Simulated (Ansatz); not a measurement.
```xyz
14

C    -2.0136    0.1635    1.2254
Si   -1.0354    1.3482    0.1736
N     0.4846    0.6678   -0.3129
P     0.5796   -0.7758   -1.2239
Al    2.5440   -1.8436   -0.6126
H    -2.9779    0.6000    1.4990
H    -1.4729   -0.0846    2.1414
H    -2.2064   -0.7628    0.6786
H    -0.6888    2.5844    0.9284
H    -1.8580    1.7287   -1.0100
H     1.3198    1.2061   -0.1499
H     0.9947   -0.3566   -2.5236
H     3.2225   -1.5226    0.7872
H     3.0948   -2.9819   -1.5718
```

Geometry: PBE0-D4/def2-TZVP.

Computed with Ansatz, RKS PBE0-D4/def2-TZVPP.

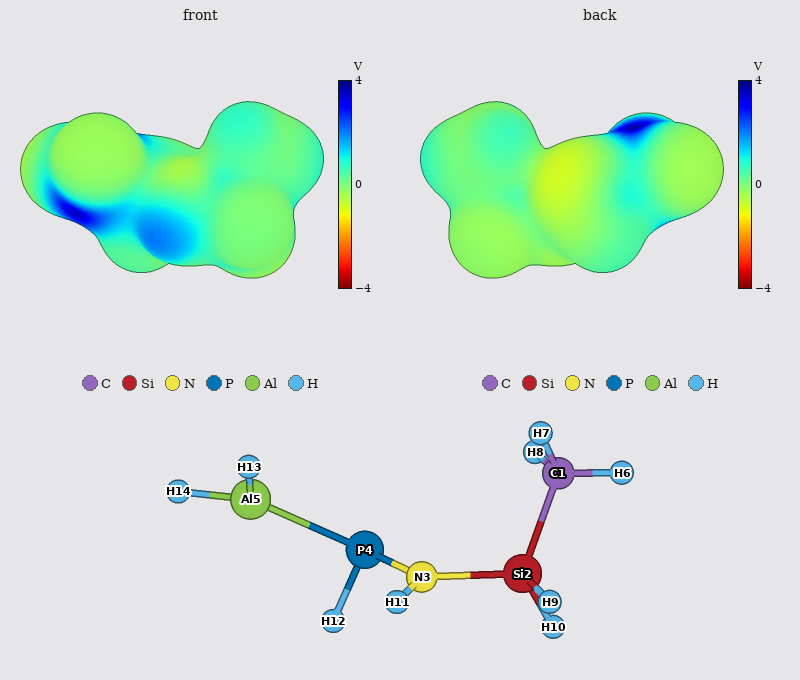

CH$_{9}$AlNPSi (SMILES C[SiH2]N[PH][AlH2]). The molecular electrostatic potential painted on the density surface at 0.002 e/bohr³, seen from the front and from behind; red is negative and blue positive. The bare structure is drawn below in the same view.

> Where is the surface potential most negative and most positive?

The most negative region (about −0.9 V) lies over P4, the most positive (about +3.4 V) over Al5.
